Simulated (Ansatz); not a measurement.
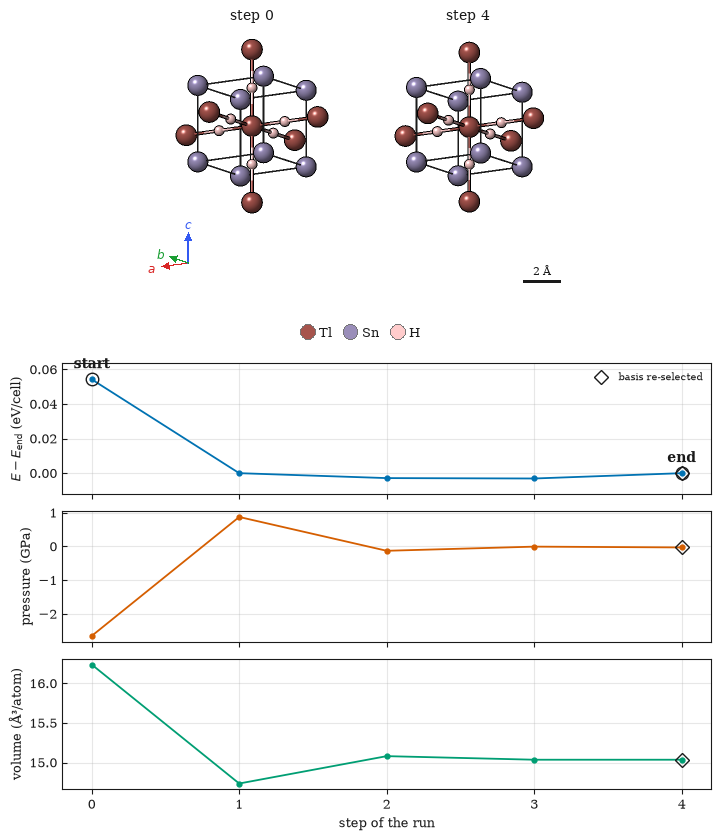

First and last geometry of a relaxation of a crystal of TlSnH₃ (a generated structure, set up in Pm-3m), with the history of the run. The picture is a ball-and-stick view of the cell of the calculation, seen from a free direction.

These are results of DFT PBE, scalar-relativistic, plane waves, PAW in Ansatz, not measurements. Set-up: plane-wave cutoff 420 eV; k-point mesh 10 × 10 × 10; occupations gaussian; smearing width 0.1 eV; no spin polarisation; cell and atoms relaxed; force threshold 0.01 eV/Å; at most 80 steps.

> Did the run converge, and what did it change?

It converged. No atom moves by more than 0.005 Å relative to the cell. The drawn cell changes as follows: a = b = c 4.330 → 4.220 Å (−2.5 %); the volume changes by −7.4 %. Near-neighbour distances that change, for instance: H–Tl 2.165 → 2.110 Å. The space group stays Pm-3m (No. 221). The energy falls by 54.3 meV per cell of the calculation in 3 accepted moves (4 points after the start). All forces vanish by symmetry, so only the cell relaxes. Pressure: −2.65 GPa at the start and −0.03 GPa at the end. The SCF was repeated once at an unchanged geometry on a basis and grid sized afresh for the cell, which shifted the energy by 3.1 meV per cell of the calculation at most.

```json
{"step": "0", "E − E(0), meV/atom": "0.00", "pressure, GPa": "-2.65", "volume, Å³/atom": "16.238", "note": ""}
{"step": "1", "E − E(0), meV/atom": "-10.86", "pressure, GPa": "0.87", "volume, Å³/atom": "14.735", "note": ""}
{"step": "2", "E − E(0), meV/atom": "-11.43", "pressure, GPa": "-0.13", "volume, Å³/atom": "15.081", "note": ""}
{"step": "3", "E − E(0), meV/atom": "-11.47", "pressure, GPa": "-0.01", "volume, Å³/atom": "15.036", "note": ""}
{"step": "4", "E − E(0), meV/atom": "-10.86", "pressure, GPa": "-0.03", "volume, Å³/atom": "15.036", "note": "same geometry, new basis"}
```
